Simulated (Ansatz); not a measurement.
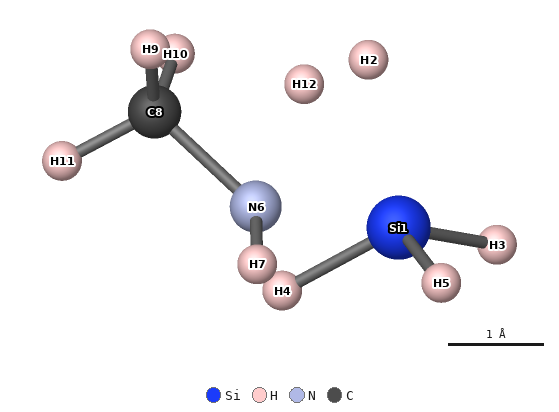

*The structure as given in the input (ball-and-stick view, seen at a tilt; atoms are numbered from 1 in the order of the input).*

Bond lengths as drawn: C–H 1.11 Å, C–N 1.47 Å, H–N 1.06 Å and H–Si 1.46 Å.

**Geometry relaxation of CH9NSi (part 1 of 2)**

The run: geometry relaxation of CH9NSi. Method and program: RKS B3LYP-D4/6-31G* (Ansatz 0.2.0).

The input holds or restrains some coordinates. It belongs to a series of runs on one base structure; here: pulled along the bonds that form and break, towards end B. Figures and captions count atoms from 1; the log counts them from 0 in places.

### The program's output
```
The last accepted step is kept in [file] (removed where the run ends without a failure and the disk answers)
Engine: ansatz 0.2.0, aarch64-unknown-linux-gnu
Functional definition: B3LYP
  parameter a0 = 0.2
  parameter ax = 0.72
  parameter ac = 0.81
  exchange = (1 - a0 - ax)*slater_x + ax*b88_x + a0*exact_x
  correlation = (1 - ac)*vwn_rpa_c + ac*lyp_c
805 factors; integrals over basis functions are off by at most 7.5e-4 eV
mean field evaluation 1: about -10538.1263 eV, gradient 5.7e1 eV
mean field evaluation 2: about -10492.2135 eV, gradient 1.3e2 eV
mean field evaluation 4: about -10545.3692 eV, gradient 8.6e0 eV
mean field evaluation 8: about -10545.5581 eV, gradient 1.5e-1 eV
mean field -10545.55818003 eV, -387.5421150801 hartree, gradient 7.0e-5 eV, S^2 0.000000; 0 other end points of the search recorded, 0 dependent functions left out
the calculation of the forces begins
reference -10545.55840414 eV, -387.5421233160 hartree; 18, 18 occupied and 49, 49 virtual orbitals, 805 factors
relax step   1: F+E_penalty+E_count = -10545.90126689 eV  Δ(F+E_penalty+E_count) = +0.000e0 eV  max|allowed force component| = 2.961e0 eV/Å  E_restraint = 22.60499877 eV  max|allowed force component, restraints' pulls added| = 2.597e1 eV/Å  Δτ_max = 0.0000 Å  (24 SCF iters, accepted)
  distance Si 0 - N 5 = 2.1200 Å
  distance H 11 - H 1 = 0.9938 Å
  distance Si 0 - H 1 = 1.8100 Å
  distance H 11 - N 5 = 1.4964 Å
these checks for a lower state are left out or cut short: starts, cluster_reference, orbital_swaps, neighbouring_geometries, increment
805 factors; integrals over basis functions are off by at most 7.1e-4 eV
mean field evaluation 16: about -10544.7691 eV, gradient 1.2e1 eV
mean field -10545.93023235 eV, -387.5557877506 hartree, gradient 1.6e-5 eV, S^2 0.000000; 0 other end points of the search recorded, 0 dependent functions left out
[... from here on the field's lines of each further geometry are left out, up to the last ...]
relax step   2: F+E_penalty+E_count = -10546.25006243 eV  Δ(F+E_penalty+E_count) = -3.488e-1 eV  max|allowed force component| = 3.359e0 eV/Å  E_restraint = 8.85113010 eV  max|allowed force component, restraints' pulls added| = 1.645e1 eV/Å  Δτ_max = 0.1947 Å  (38 SCF iters, accepted)
relax step   3: F+E_penalty+E_count = -10547.00475082 eV  Δ(F+E_penalty+E_count) = -7.547e-1 eV  max|allowed force component| = 3.242e0 eV/Å  E_restraint = 1.94097456 eV  max|allowed force component, restraints' pulls added| = 8.158e0 eV/Å  Δτ_max = 0.1947 Å  (33 SCF iters, accepted)
relax step   4: F+E_penalty+E_count = -10548.54886039 eV  Δ(F+E_penalty+E_count) = -1.544e0 eV  max|allowed force component| = 2.713e0 eV/Å  E_restraint = 0.03962338 eV  max|allowed force component, restraints' pulls added| = 2.029e0 eV/Å  Δτ_max = 0.1908 Å  (28 SCF iters, accepted)
relax step   5: F+E_penalty+E_count = -10549.33926785 eV  Δ(F+E_penalty+E_count) = -7.904e-1 eV  max|allowed force component| = 2.393e0 eV/Å  E_restraint = 0.02993046 eV  max|allowed force component, restraints' pulls added| = 1.901e0 eV/Å  Δτ_max = 0.2000 Å  (26 SCF iters, accepted)
relax step   6: F+E_penalty+E_count = -10550.18897738 eV  Δ(F+E_penalty+E_count) = -8.497e-1 eV  max|allowed force component| = 1.294e0 eV/Å  E_restraint = 0.07218446 eV  max|allowed force component, restraints' pulls added| = 1.585e0 eV/Å  Δτ_max = 0.1946 Å  (27 SCF iters, accepted)
relax step   7: F+E_penalty+E_count = -10550.60165250 eV  Δ(F+E_penalty+E_count) = -4.127e-1 eV  max|allowed force component| = 1.264e0 eV/Å  E_restraint = 0.07650512 eV  max|allowed force component, restraints' pulls added| = 1.016e0 eV/Å  Δτ_max = 0.2000 Å  (26 SCF iters, accepted)
relax step   8: F+E_penalty+E_count = -10550.85762005 eV  Δ(F+E_penalty+E_count) = -2.560e-1 eV  max|allowed force component| = 1.369e0 eV/Å  E_restraint = 0.07930107 eV  max|allowed force component, restraints' pulls added| = 4.809e-1 eV/Å  Δτ_max = 0.2000 Å  (26 SCF iters, accepted)
relax step   9: F+E_penalty+E_count = -10550.91755753 eV  Δ(F+E_penalty+E_count) = -5.994e-2 eV  max|allowed force component| = 1.521e0 eV/Å  E_restraint = 0.06146322 eV  max|allowed force component, restraints' pulls added| = 3.762e-1 eV/Å  Δτ_max = 0.1997 Å  (25 SCF iters, accepted)
relax step  10: F+E_penalty+E_count = -10550.92513298 eV  Δ(F+E_penalty+E_count) = -7.575e-3 eV  max|allowed force component| = 1.516e0 eV/Å  E_restraint = 0.06166058 eV  max|allowed force component, restraints' pulls added| = 2.744e-1 eV/Å  Δτ_max = 0.0437 Å  (23 SCF iters, accepted)
relax step  11: F+E_penalty+E_count = -10550.95267852 eV  Δ(F+E_penalty+E_count) = -2.755e-2 eV  max|allowed force component| = 9.135e-1 eV/Å  E_restraint = 0.13613097 eV  max|allowed force component, restraints' pulls added| = 2.063e0 eV/Å  Δτ_max = 0.1304 Å  (23 SCF iters, rejected (line search))
relax step  12: F+E_penalty+E_count = -10550.93396691 eV  Δ(F+E_penalty+E_count) = -8.834e-3 eV  max|allowed force component| = 1.447e0 eV/Å  E_restraint = 0.05969220 eV  max|allowed force component, restraints' pulls added| = 1.797e-1 eV/Å  Δτ_max = 0.0651 Å  (24 SCF iters, accepted)
relax step  13: F+E_penalty+E_count = -10550.94217905 eV  Δ(F+E_penalty+E_count) = -8.212e-3 eV  max|allowed force component| = 1.407e0 eV/Å  E_restraint = 0.05880709 eV  max|allowed force component, restraints' pulls added| = 1.385e-1 eV/Å  Δτ_max = 0.0962 Å  (23 SCF iters, accepted)
relax step  14: F+E_penalty+E_count = -10550.96482557 eV  Δ(F+E_penalty+E_count) = -2.265e-2 eV  max|allowed force component| = 8.929e-1 eV/Å  E_restraint = 0.09361956 eV  max|allowed force component, restraints' pulls added| = 1.222e0 eV/Å  Δτ_max = 0.1463 Å  (23 SCF iters, rejected (line search))
relax step  15: F+E_penalty+E_count = -10550.94789082 eV  Δ(F+E_penalty+E_count) = -5.712e-3 eV  max|allowed force component| = 1.307e0 eV/Å  E_restraint = 0.05808301 eV  max|allowed force component, restraints' pulls added| = 1.706e-1 eV/Å  Δτ_max = 0.0723 Å  (22 SCF iters, accepted)
relax step  16: F+E_penalty+E_count = -10550.95546975 eV  Δ(F+E_penalty+E_count) = -7.579e-3 eV  max|allowed force component| = 1.303e0 eV/Å  E_restraint = 0.05913316 eV  max|allowed force component, restraints' pulls added| = 2.177e-1 eV/Å  Δτ_max = 0.0732 Å  (23 SCF iters, accepted)
relax step  17: F+E_penalty+E_count = -10550.97219275 eV  Δ(F+E_penalty+E_count) = -1.672e-2 eV  max|allowed force component| = 1.145e0 eV/Å  E_restraint = 0.06676858 eV  max|allowed force component, restraints' pulls added| = 4.685e-1 eV/Å  Δτ_max = 0.1100 Å  (23 SCF iters, accepted)
relax step  18: F+E_penalty+E_count = -10550.97570214 eV  Δ(F+E_penalty+E_count) = -3.509e-3 eV  max|allowed force component| = 1.269e0 eV/Å  E_restraint = 0.06257860 eV  max|allowed force component, restraints' pulls added| = 4.080e-1 eV/Å  Δτ_max = 0.1643 Å  (22 SCF iters, accepted)
relax step  19: F+E_penalty+E_count = -10550.97912104 eV  Δ(F+E_penalty+E_count) = -3.419e-3 eV  max|allowed force component| = 1.350e0 eV/Å  E_restraint = 0.05353426 eV  max|allowed force component, restraints' pulls added| = 2.741e-1 eV/Å  Δτ_max = 0.0487 Å  (23 SCF iters, accepted)
relax step  20: F+E_penalty+E_count = -10550.99597841 eV  Δ(F+E_penalty+E_count) = -1.686e-2 eV  max|allowed force component| = 1.414e0 eV/Å  E_restraint = 0.05198634 eV  max|allowed force component, restraints' pulls added| = 1.496e-1 eV/Å  Δτ_max = 0.1566 Å  (25 SCF iters, accepted)
relax step  21: F+E_penalty+E_count = -10551.01696754 eV  Δ(F+E_penalty+E_count) = -2.099e-2 eV  max|allowed force component| = 1.333e0 eV/Å  E_restraint = 0.05806589 eV  max|allowed force component, restraints' pulls added| = 3.209e-1 eV/Å  Δτ_max = 0.1838 Å  (26 SCF iters, accepted)
relax step  22: F+E_penalty+E_count = -10551.02826991 eV  Δ(F+E_penalty+E_count) = -1.130e-2 eV  max|allowed force component| = 8.848e-1 eV/Å  E_restraint = 0.07589000 eV  max|allowed force component, restraints' pulls added| = 7.352e-1 eV/Å  Δτ_max = 0.1390 Å  (23 SCF iters, rejected (line search))
relax step  23: F+E_penalty+E_count = -10551.02636938 eV  Δ(F+E_penalty+E_count) = -9.402e-3 eV  max|allowed force component| = 1.423e0 eV/Å  E_restraint = 0.05534117 eV  max|allowed force component, restraints' pulls added| = 1.555e-1 eV/Å  Δτ_max = 0.0692 Å  (23 SCF iters, accepted)
the calculation of the forces begins
reference -10550.72087122 eV, -387.7318404818 hartree; 18, 18 occupied and 49, 49 virtual orbitals, 806 factors
relax step  24: F+E_penalty+E_count = -10551.03673138 eV  Δ(F+E_penalty+E_count) = -1.036e-2 eV  max|allowed force component| = 1.390e0 eV/Å  E_restraint = 0.05820403 eV  max|allowed force component, restraints' pulls added| = 1.363e-1 eV/Å  Δτ_max = 0.0987 Å  (23 SCF iters, accepted)
  distance Si 0 - N 5 = 1.7879 Å
  distance H 11 - H 1 = 0.7107 Å
  distance Si 0 - H 1 = 2.6742 Å
  distance H 11 - N 5 = 2.2692 Å
806 factors; integrals over basis functions are off by at most 9.1e-4 eV
mean field evaluation 160: about -10550.7107 eV, gradient 6.4e-1 eV
```

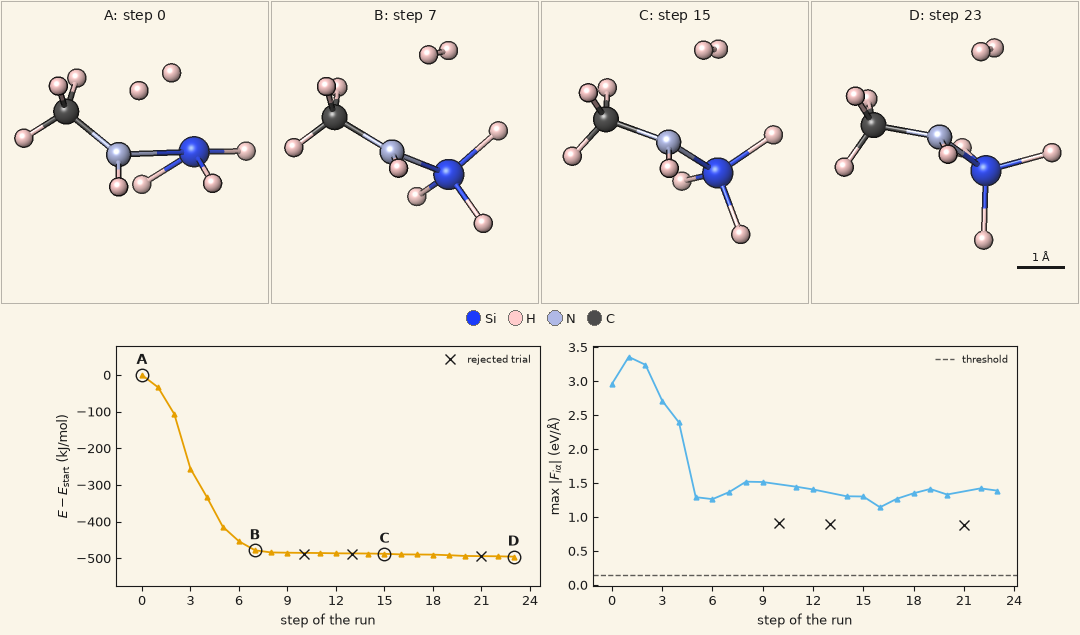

*Frames of the restrained relaxation (ball-and-stick view, seen at a tilt) above the curves, on which the letters mark them (the first geometry is step 0 here and step 1 in the log).*

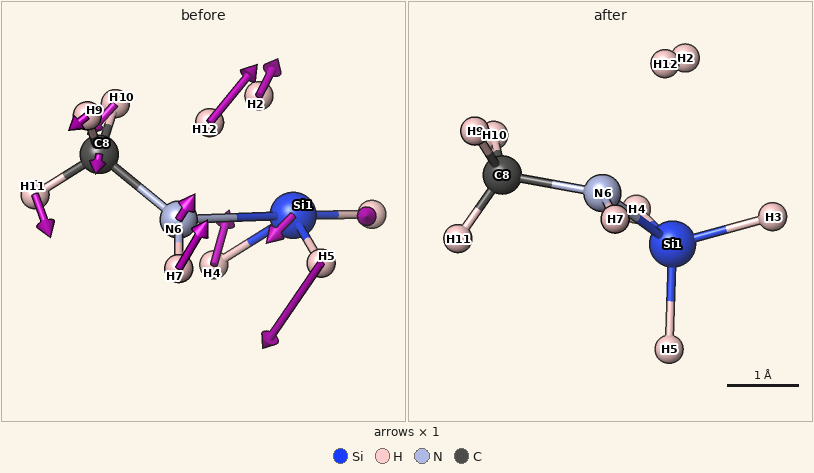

*Before (left) and after (right) the restrained relaxation, at one scale (ball-and-stick view, seen at a tilt). The pink arrows give the displacements, at true length.*

After 23 geometry steps the energy has fallen by 495.5 kJ/mol. The largest force component goes from 3 to 1.4 eV/Å. The line search rejected the trial steps at points 10, 13, 21 (counted from 0) and went back. H5 moves most after the best rigid fit: 1.81 Å. By element the largest moves are H 1.81 Å, Si 0.61 Å, N 0.47 Å, C 0.32 Å. Among the contacts that change: Si1–N6 2.120 → 1.788 Å, H2–H12 0.994 → 0.711 Å, N6–H7 1.060 → 1.018 Å, Si1–H5 1.459 → 1.498 Å. New bonds form: H2–H12 (0.99 → 0.71 Å). Among the angles that change: H3–Si1–N6 178.9° → 109.5°, H5–Si1–N6 70.0° → 113.9°, H4–Si1–N6 70.0° → 107.7°. (Atoms are counted from 1 in the order of the input.)

```
mean field -10550.72064460 eV, -387.7318321539 hartree, gradient 5.5e-5 eV, S^2 0.000000; 1 other end points of the search recorded, 0 dependent functions left out
the calculation of the forces begins
reference -10550.72087122 eV, -387.7318404818 hartree; 18, 18 occupied and 49, 49 virtual orbitals, 806 factors
Total energy: -10551.03695799 eV, -387.7434564565 hartree
Atom 0 at    -0.557563    -0.009998    -0.209752 Å, force    -0.835956    -0.189639     0.349978 eV/Å
Atom 1 at     0.677801     0.316290     2.139425 Å, force     1.389662     0.609402     0.010928 eV/Å
Atom 2 at     0.493155    -1.056664    -0.096480 Å, force    -0.036818     0.027870    -0.014978 eV/Å
Atom 3 at     0.014974     1.342633     0.006122 Å, force    -0.005792    -0.034421    -0.003350 eV/Å
Atom 4 at    -1.083706    -0.058260    -1.611560 Å, force     0.014824     0.009973     0.031162 eV/Å
Atom 5 at    -1.806516    -0.278996     1.041035 Å, force     0.460507     0.094950    -0.828081 eV/Å
Atom 6 at    -2.357036    -1.125404     0.912670 Å, force     0.055936     0.076546     0.033850 eV/Å
Atom 7 at    -2.620793     0.835144     1.526768 Å, force    -0.002641     0.058691    -0.019477 eV/Å
Atom 8 at    -3.176674     0.524011     2.420604 Å, force     0.007419     0.036455    -0.025971 eV/Å
Atom 9 at    -1.958565     1.661432     1.823893 Å, force    -0.095316    -0.098312    -0.041847 eV/Å
Atom 10 at    -3.349093     1.233623     0.796003 Å, force     0.079283    -0.045444     0.071908 eV/Å
Atom 11 at     0.056117     0.013689     2.303672 Å, force    -1.031108    -0.546071     0.435878 eV/Å
Dipole moment:    -0.243709    -0.028439    -0.008379 e Å
```

### Trajectory as extended XYZ (Å, eV, eV/Å), 24 frames, from step=1 to step=24
```
12
Properties=species:S:1:pos:R:3:forces:R:3 step=1 energy=-10545.90127
Si    0.0000    0.0000    0.0000   -2.9614   0.1824  -0.0084
H     0.0000    0.0000    1.8100    0.8071   0.0472  -0.7404
H     1.3768    0.0000   -0.4862    1.0772   0.0485   0.6588
H    -0.6877    1.1914   -0.4862    1.2418   0.9898  -0.7858
H    -0.6877   -1.1914   -0.4862    0.9558  -0.9927  -0.5836
N    -2.0118    0.0000    0.6685    0.5772  -0.0214   2.0680
H    -2.7319   -0.6071    0.1822    0.8715   0.6967   1.4910
C    -2.4083    0.8420    1.8064   -2.6465   0.1636  -1.1222
H    -2.9160    0.2171    2.5705    0.1082   0.6549   0.1826
H    -1.5064    1.3108    2.2524   -0.5180   0.2342   0.0842
H    -3.1022    1.6347    1.4568    0.1260   0.1928   0.6301
H    -0.9927    0.0000    1.7642    0.3610  -2.1960  -1.8742
12
Properties=species:S:1:pos:R:3:forces:R:3 step=2 energy=-10546.25006
Si   -0.0929    0.0022   -0.1464   -3.3592  -0.0198   0.1636
H    -0.0314    0.0005    2.0011    0.3934  -0.1317   0.3528
H     1.3774    0.0007   -0.4763    0.2072  -0.1503   1.2944
H    -0.6836    1.2242   -0.5102    0.8233   1.9413  -1.2499
H    -0.6874   -1.2230   -0.5067    0.5051  -1.7954  -1.4393
N    -2.0265    0.0235    0.5736    0.7258   0.9679   1.7155
H    -2.7360   -0.6118    0.1872    0.4299   0.0396   0.6743
C    -2.4196    0.8328    1.7805   -0.8751  -0.4815  -1.3750
H    -2.9144    0.2238    2.5684    0.1095   0.3238  -0.1120
H    -1.5189    1.3105    2.2477   -0.9188  -0.0204  -0.2872
H    -3.1039    1.6397    1.4646    0.0599   0.0744   0.3762
H    -0.8305   -0.0254    1.8688    1.8990  -0.7479  -0.1133
12
Properties=species:S:1:pos:R:3:forces:R:3 step=3 energy=-10547.00475
Si   -0.2154    0.0022   -0.2607   -1.4247   0.1489   0.8719
H    -0.0189   -0.0081    2.1499    3.2421  -0.1593   1.1033
H     1.3607   -0.0045   -0.4429   -0.9368  -0.2453   1.0674
H    -0.6774    1.2686   -0.5373    0.6502   2.6678  -1.4797
H    -0.6873   -1.2636   -0.5418    0.0268  -2.3866  -1.8500
N    -2.0383    0.0597    0.4761    0.7863   1.4152   2.3022
H    -2.7330   -0.6198    0.1879    0.2189  -0.6406   0.5380
C    -2.4223    0.8198    1.7531   -0.2757  -0.0034  -1.3295
H    -2.9114    0.2248    2.5609    0.2211   0.0288  -0.5476
H    -1.5352    1.3088    2.2396   -0.9579  -0.2087  -0.6385
H    -3.1030    1.6381    1.4678   -0.0604  -0.0769   0.2060
H    -0.6865   -0.0285    1.9998   -1.4899  -0.5400  -0.2435
12
Properties=species:S:1:pos:R:3:forces:R:3 step=4 energy=-10548.54886
Si   -0.3492    0.0186   -0.3031   -1.0667   0.2777   0.5129
H     0.0873   -0.0362    2.3059    2.7125  -0.0376   0.9195
H     1.2610   -0.0280   -0.3723   -1.2314  -0.1843   1.0020
H    -0.6117    1.3898   -0.6399    0.7514   1.0981  -1.1797
H    -0.6812   -1.3349   -0.6778    0.0577  -0.7327  -1.4057
N    -2.0371    0.1078    0.4553   -0.2614  -0.4795   1.7056
H    -2.7033   -0.6721    0.2472    1.1509   0.4686   0.5957
C    -2.4454    0.8388    1.7164    0.2326   0.0608  -0.8121
H    -2.9032    0.2161    2.5182    0.1423  -0.0020  -0.6067
H    -1.5727    1.3208    2.2030   -0.5260  -0.0495  -0.4425
H    -3.1353    1.6487    1.4627   -0.2477   0.0212   0.0443
H    -0.5771   -0.0717    2.1367   -1.7143  -0.4408  -0.3331
12
Properties=species:S:1:pos:R:3:forces:R:3 step=5 energy=-10549.33927
Si   -0.3751    0.0431   -0.3292   -1.2361  -0.1682   0.8532
H     0.0960   -0.0495    2.2803    2.3931  -0.0044   0.5902
H     1.2074   -0.0807   -0.2320   -1.1976  -0.0509   0.8372
H    -0.5428    1.4062   -0.7440    0.4823   0.9480  -1.0574
H    -0.7116   -1.2616   -0.8614    0.0380  -0.4538  -1.2715
N    -2.0233    0.0928    0.4950    0.2193  -0.3403   1.1507
H    -2.6398   -0.7304    0.3568    0.9433   0.4559   0.2569
C    -2.4487    0.8537    1.7181    0.3295  -0.0289  -0.6486
H    -2.8701    0.2239    2.5306    0.0940   0.0493  -0.4821
H    -1.5872    1.3719    2.1778   -0.4432   0.0291  -0.3162
H    -3.1814    1.6234    1.4509   -0.1470  -0.0182   0.0313
H    -0.5914   -0.0952    2.2094   -1.4756  -0.4176   0.0563
12
Properties=species:S:1:pos:R:3:forces:R:3 step=6 energy=-10550.18898
Si   -0.4432    0.0535   -0.3224   -0.6972  -0.1373  -0.0462
H     0.1633   -0.0589    2.2844    1.2936   0.0173   0.3770
H     1.0948   -0.1002   -0.0744   -1.0587  -0.0352   0.6931
H    -0.4931    1.4190   -0.8657    0.2774   0.2004  -0.6357
H    -0.7246   -1.2238   -1.0343    0.0694   0.2795  -0.6232
N    -2.0005    0.0771    0.5455    0.5115   0.1045   0.7768
H    -2.5794   -0.7435    0.4206    0.2249  -0.1986   0.0111
C    -2.4538    0.8688    1.7124    0.2407  -0.0872  -0.3608
H    -2.8674    0.2292    2.5152    0.0431   0.1224  -0.2822
H    -1.6087    1.4046    2.1654   -0.2555   0.1142  -0.1527
H    -3.2091    1.6132    1.4285   -0.0541  -0.0439  -0.0091
H    -0.5463   -0.1414    2.2770   -0.5951  -0.3361   0.2521
12
Properties=species:S:1:pos:R:3:forces:R:3 step=7 energy=-10550.60165
Si   -0.4755    0.0679   -0.3448   -0.7277  -0.3857   0.2913
H     0.2156   -0.0260    2.2436    1.2643   0.0859   0.3040
H     0.9941   -0.1794    0.0685   -0.8910   0.1034   0.2969
H    -0.4368    1.4318   -0.9077    0.1128   0.1134  -0.3775
H    -0.7572   -1.1199   -1.2021    0.0641   0.3033  -0.3794
N    -1.9783    0.0245    0.6077    0.6755   0.1143   0.1178
H    -2.5344   -0.8131    0.4948    0.1259  -0.0644  -0.0388
C    -2.4626    0.8685    1.7141    0.1703  -0.1108  -0.3045
H    -2.9123    0.2565    2.5160    0.0582   0.1280  -0.2079
H    -1.6284    1.4136    2.1724   -0.1951   0.1023  -0.0789
H    -3.2051    1.6065    1.3765   -0.0005  -0.0623   0.0094
H    -0.4870   -0.1334    2.3133   -0.6569  -0.3274   0.3674
12
Properties=species:S:1:pos:R:3:forces:R:3 step=8 energy=-10550.85762
Si   -0.5036    0.0757   -0.3333   -0.9971  -0.2873   0.2012
H     0.2632   -0.0811    2.2322    1.3688   0.2328   0.2014
H     0.8934   -0.2096    0.1607   -0.3767   0.0459   0.1534
H    -0.4353    1.4543   -0.8791    0.0150   0.0577  -0.1389
H    -0.7731   -0.9843   -1.3482    0.0560   0.1820  -0.1287
N    -1.9362   -0.0570    0.7060    0.8902   0.1670  -0.5769
H    -2.5150   -0.8727    0.5541   -0.0063   0.0580   0.0140
C    -2.4632    0.8889    1.6868    0.0481  -0.1022  -0.1397
H    -2.8774    0.3435    2.5483   -0.0355   0.1606  -0.0492
H    -1.6619    1.5332    2.0743   -0.1058  -0.0632  -0.0979
H    -3.2451    1.5455    1.2679    0.0482  -0.0988   0.0731
H    -0.4137   -0.2389    2.3826   -0.9050  -0.3525   0.4881
```
